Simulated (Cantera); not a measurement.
Feed: 1 mol SiCl₄, 0.67 mol CH₄, 6.1 mol H₂, 0.38 mol C₂H₄, 0.032 mol HCl, at 0.350 bar.

These are equilibrium values from Cantera (NASA tables, ideal gas, pure condensed phases), not measurements of a reactor. Candidate condensed phases: C, C₆H₆, C₇H₈, C₈H₁₈, Si, SiC; 109 gas species. The tables' values for SiCl, SiCl₃ are old estimates; treat these amounts as uncertain. Gases not in the tables: Si₂H₆ and higher silanes. Equilibrium is a limit: real reactors are often held back by kinetics, nucleation or transport.

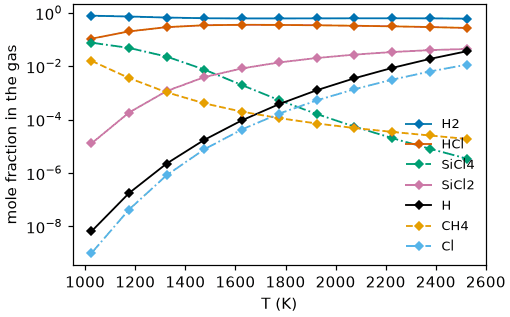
Figure. Equilibrium gas composition (values under 1e-9 drawn at 1e-9)

From 1025 K to 2525 K the condensed part is C(graphite) + SiC(s). The main Si-bearing gas is SiCl₄ at 1025 K and SiCl₂ at 2525 K. The share of Si in condensed phases is highest at 1625 K (86.1 %) and lowest at 1025 K (23.4 %).
